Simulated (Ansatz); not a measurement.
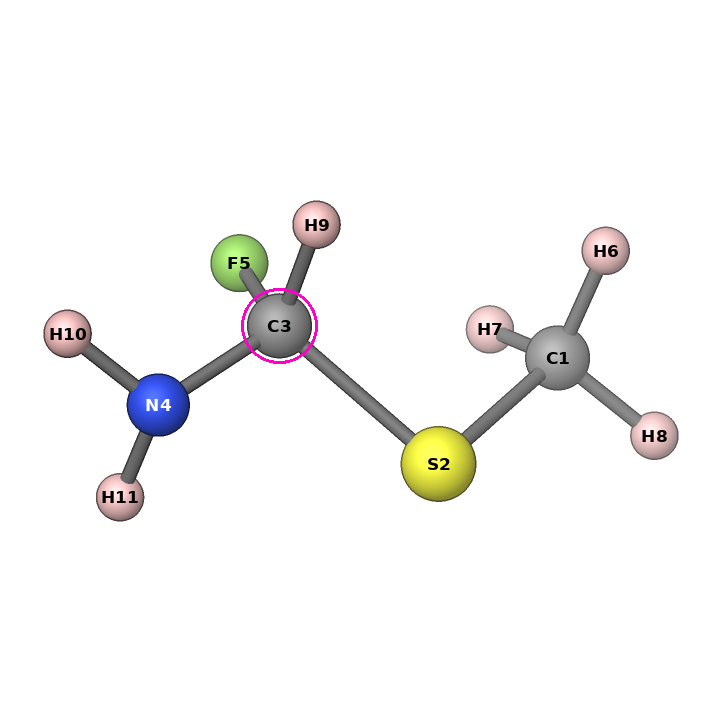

Depth is shown by fading: the farther an atom, the more it takes the colour of the background. Circles mark the stereogenic atoms. Computed geometry: PBE-D4/def2-SVP optimisation. No frequency run is at hand to confirm it as a minimum.

Give the R/S and E/Z labels.

C3: R (priorities S2 > F5 > N4 > H9).

Give a SMILES with the stereochemistry.

CS[C@H](N)F
